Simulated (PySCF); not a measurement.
**TlS (doublet): density, localisation and related maps**

```yaml
atoms:
  - { symbol: Tl, position_ang: [0.0000, 0.0000, -0.3550] }
  - { symbol: S, position_ang: [0.0000, 0.0000, 2.2760] }
```

Core potentials replace the inner electrons of Tl.

These are results of PBE0/aug-cc-pVDZ(-PP), non-relativistic Hamiltonian with scalar-relativistic core potentials where named, at a bond length of 2.631 Å (PySCF 2.14.0), not measurements.

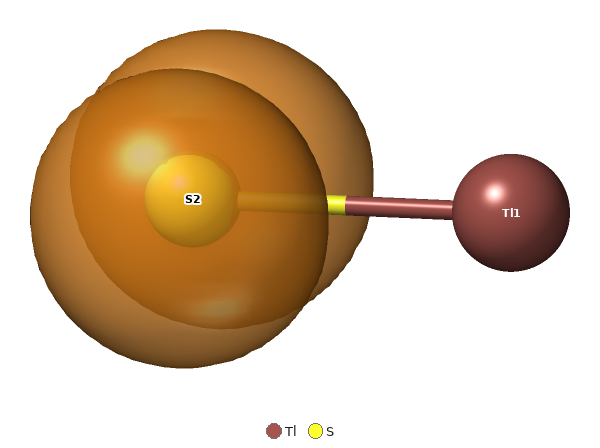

Figure 1. Isosurfaces of the spin density (α minus β) at +0.015 (orange) and −0.015 e/Å³ (purple), seen from one side.

Q: Describe the spin distribution.

A: The unpaired spin (1 electron) lies mostly on S2 (about 1.0), in electrons by Hirshfeld's partition. Only one sign reaches the isovalue.

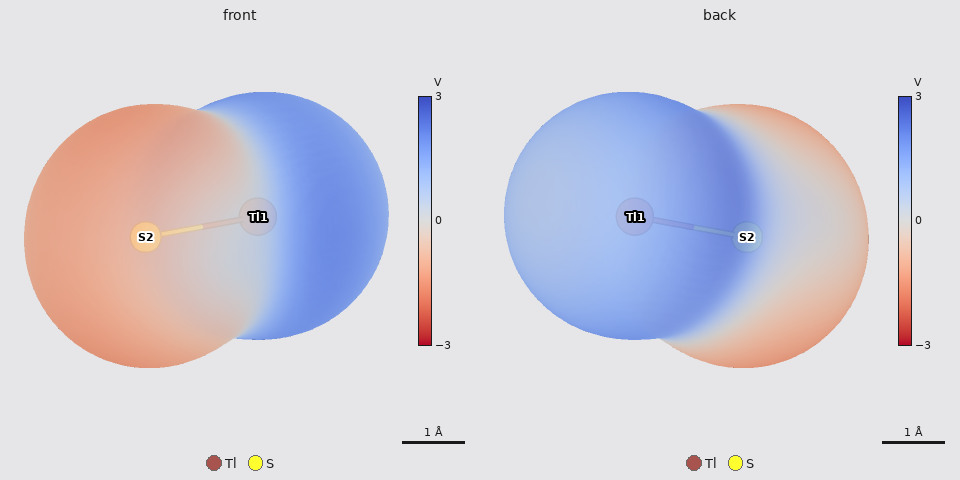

Figure 2. The molecular electrostatic potential painted on the density surface at 0.002 e/bohr³, seen from the front and from behind; red is negative and blue positive.

Q: Which sites attract a positive test charge, and which a negative one?

A: A positive charge is drawn to the negative regions and a negative charge to the positive ones. The most negative region (about −1.4 V) lies over S2, the most positive (about +2.1 V) over Tl1.

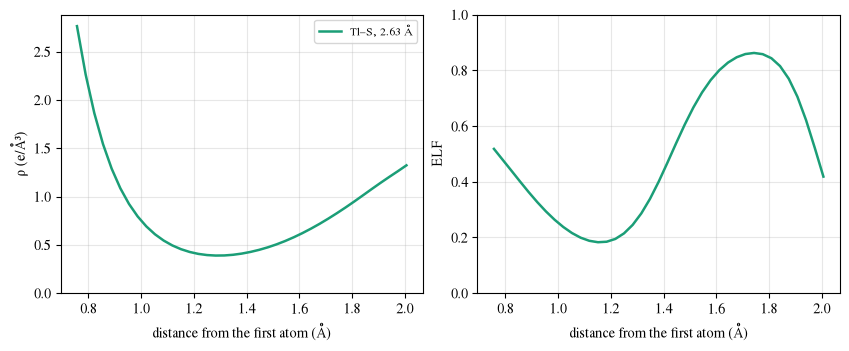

Figure 3. Electron density and electron localisation function along straight lines between neighbouring atoms. The curves leave out the atomic cores.

Q: What can be read from the curves?

A: Tl–S (2.63 Å): the density is about 0.39 e/Å³ at the midpoint; the ELF peaks at about 0.85 in the valence shell of S, 0.9 Å from its nucleus, and drops to about 0.20 between the two atoms.
